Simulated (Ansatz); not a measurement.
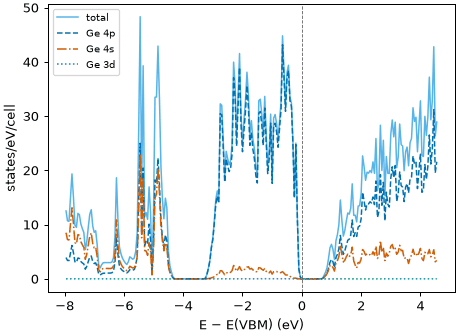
Total and projected density of states of Ge in space group P6/mmm (No. 191; Pearson symbol hP40), PBE in the plane-wave PAW code Ansatz

**Question.** Which orbitals carry the states next to the gap?

**Answer.** Top 1 eV of the valence band: Ge 4p 97 %. Bottom 1 eV of the conduction band: Ge 4p 56 %, Ge 4s 41 %. Projections are on Löwdin-orthogonalised atomic valence shells; empty p or d shells of many metals are not among them.

**Question.** Where is the tallest occupied peak in this window, and what makes it?

**Answer.** Near -5.4 eV, about 48 states/eV per cell; the largest projected share is Ge 4p.

The start of the workflow was typed in or built on a structure type; neither database checked (COD, Materials Project) lists it. It is not the phase usual at ambient conditions (space group No. 227). The cell was relaxed with PBE under the symmetry of its start; whether a distortion lowers the energy is not shown. Scalar-relativistic: spin–orbit coupling is off unless named, which matters more the heavier the elements.

Potentials: the later of the program's two PAW sets.
